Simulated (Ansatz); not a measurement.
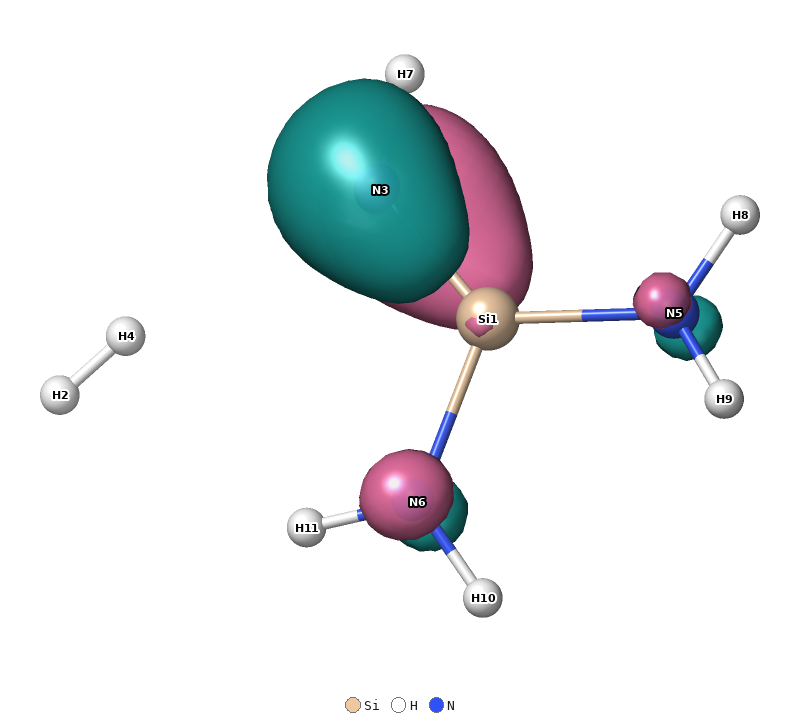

H5N3Si···H2. The HOMO at ±0.2 Å⁻³ᐟ² (teal and pink are the two phases), seen at a tilt.

The product side of a reaction path; geometry: PBE0-D4/def2-TZVP.

Level of theory: RKS PBE0-D4/def2-TZVPP (Ansatz 0.2.0).

```xyz
11

Si    0.3383    0.2754    0.2947
H    -0.9747   -1.5431   -2.8891
N     1.1482    0.1460   -1.0600
H    -0.4085   -1.1608   -2.5745
N     0.7003    0.9982    1.7764
N    -1.1903   -0.4135    0.3995
H     2.0218    0.5989   -1.2690
H     1.5896    1.4339    1.9471
H     0.0405    1.1390    2.5218
H    -1.6858   -0.5912    1.2539
H    -1.5793   -0.8828   -0.4008
```

Q: What is the character of this orbital?

A: It lies mainly on N3 (about 60 %), Si1 (about 20 %) and N6 (about 5 %). Its energy is −6.44 eV.
